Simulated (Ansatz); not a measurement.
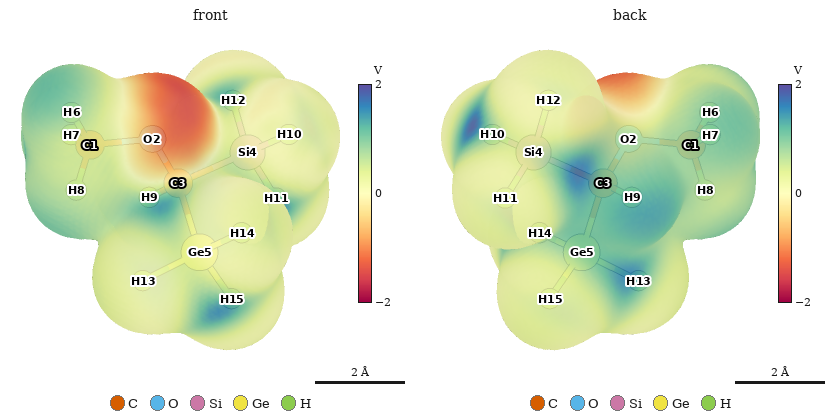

C₂H₁₀GeOSi (SMILES CO[CH]([SiH3])[GeH3]). The molecular electrostatic potential painted on the density surface at 0.004 e/bohr³, seen from the front and from behind; the colour scale runs from red (negative) to blue (positive).

These are results of SCF PBE0, Gaussian basis (Ansatz 0.2.0), not measurements.

```yaml
atoms:
  - { symbol: C, position_ang: [1.7251, -0.2381, -1.3284] }
  - { symbol: O, position_ang: [0.6794, 0.5833, -0.8580] }
  - { symbol: C, position_ang: [0.1077, 0.0285, 0.3097] }
  - { symbol: Si, position_ang: [-0.5062, 1.4247, 1.3862] }
  - { symbol: Ge, position_ang: [-1.4161, -1.0946, -0.1625] }
  - { symbol: H, position_ang: [2.0887, 0.1697, -2.2937] }
  - { symbol: H, position_ang: [2.5799, -0.2342, -0.6166] }
  - { symbol: H, position_ang: [1.3774, -1.2789, -1.5113] }
  - { symbol: H, position_ang: [0.8281, -0.5595, 0.9252] }
  - { symbol: H, position_ang: [-1.4966, 2.2187, 0.6438] }
  - { symbol: H, position_ang: [-1.1279, 0.8726, 2.5990] }
  - { symbol: H, position_ang: [0.6266, 2.2826, 1.7637] }
  - { symbol: H, position_ang: [-0.9392, -2.2977, -1.0150] }
  - { symbol: H, position_ang: [-2.4381, -0.2584, -0.9740] }
  - { symbol: H, position_ang: [-2.0887, -1.6188, 1.1318] }
```

**Describe the electrostatic potential map.**

The most negative region (about −1.4 V) lies over O2, the most positive (about +1.8 V) over Si4 and Ge5. O2 is the likeliest acceptor of a hydrogen bond.
